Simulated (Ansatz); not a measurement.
Abstraction of H: GeH4 + C2H7BN → GeH3 + C2H8BN

Species: GeH4 (germane) `[GeH4]`, singlet; C2H7BN `B[N]CC`, doublet; GeH3 `[GeH3]`, doublet; C2H8BN `BNCC`, singlet. A radical takes H: the energy is the difference in strength between the Ge–H bond broken and the N–H bond made.

Shapes, held fixed at every level: PBE0-D4/def2-TZVP. Flexible molecules stand in one conformer, not always the lowest. Programs: Ansatz 0.2.0. The zero-point and thermal change to 298 K, harmonic and unscaled (PBE0-D4/def2-TZVP), is +15.8 kJ/mol.

```
             level                    kind  ΔH(298 K) (kJ/mol)  less CCSD(T)/def2-TZVPP  CPU time (sum over the molecules)
      MP2/def2-SVP     perturbation theory              -113.2                    -24.2                                  –
  SPW92/def2-TZVPP                     LDA               -72.0                    +17.0                              9.5 s
wB97X-V/def2-TZVPP  range-separated hybrid               -78.6                    +10.4                               60 s
 B2PLYP/def2-TZVPP           double hybrid               -83.0                     +6.0                               42 s
  CCSD(T)/def2-SVP   coupled cluster or CI               -87.4                     +1.6                               41 s
   CCSD/def2-TZVPP   coupled cluster or CI               -88.5                     +0.5                                  –
CCSD(T)/def2-TZVPP   coupled cluster or CI               -89.0                      0.0                             36 min
```

The highest level, CCSD(T)/def2-TZVPP, gives ΔH(298 K) = -89.0 kJ/mol; the levels span -113.2 to -72.0. The column of differences is taken from that level and isn't an error. No measured value is set beside it here. Open shells run unrestricted. Relativity is left out for Ge. Outer-core shells of Ge are correlated in most correlated rows, in sets that cover them unevenly. Times are processor times on shared x86 and Arm servers, and rough.

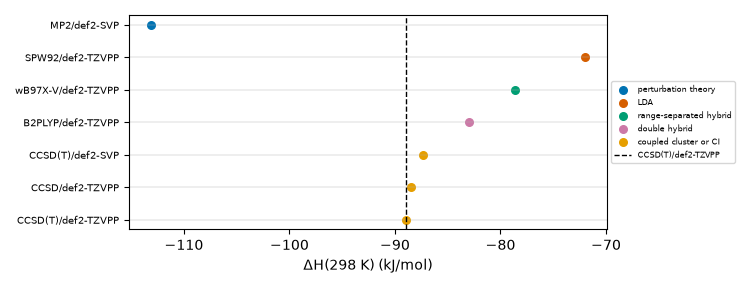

The values of the table, level by level.
